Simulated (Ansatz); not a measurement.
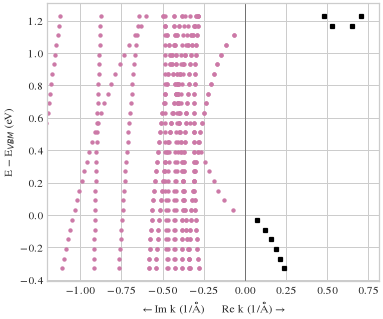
*Complex bands at the centre of the two-dimensional zone; r2SCAN (Ansatz, a quantum-chemistry and plane-wave program)*

No gap correction and no spin-orbit coupling; mid-gap is the computed energy nearest the middle.

**Question.** This is MoS2 (P6_3/mmc, 6 atoms a cell, 17.4 Å³ an atom, 3 GPa at this level) along the normal of (100). Read off the slowest decay at the centre of the two-dimensional zone at 0.45 eV, the computed energy nearest the middle of the gap.

**Answer.** κ ≈ 0.28 1/Å, a decay length 1/(2κ) of the density of 1.8 Å.
